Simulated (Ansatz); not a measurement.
Consider Hg3P2.

```
Hg P
1.0
     4.29201    0.00000    0.00000
     0.00000    5.93542    0.00000
     0.00000    0.00000    6.06010
Hg P
3 2
Direct
  0.00000 0.00000 0.50000
  0.00000 0.50000 0.00000
  0.00000 0.00000 0.00000
  0.50000 0.50000 0.50000
  0.00000 0.50000 0.50000
```

Space group Pmmm; a structure generated by program, which may or may not match a known phase.

Computed with Ansatz, DFT PBE, scalar-relativistic, plane waves, PAW.

> Predict the valence pseudo-density and electron localisation function between the atoms.

P–P (2.15 Å): ρ is about 0.74 e/Å³ halfway; the ELF peaks at about 0.80 between the atoms.
Hg–P (2.97 Å): the density is about 0.22 e/Å³ at the midpoint; the ELF peaks at about 0.85 in the valence shell of P, 0.8 Å from its nucleus, and drops to about 0.25 between the two atoms.

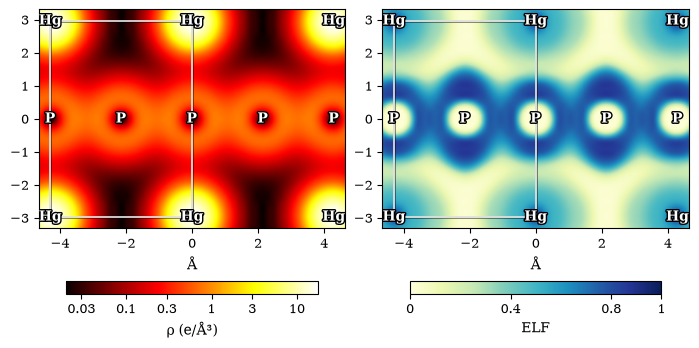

Computed valence pseudo-density and electron localisation function on the (001) plane of the conventional cell, in this order. 
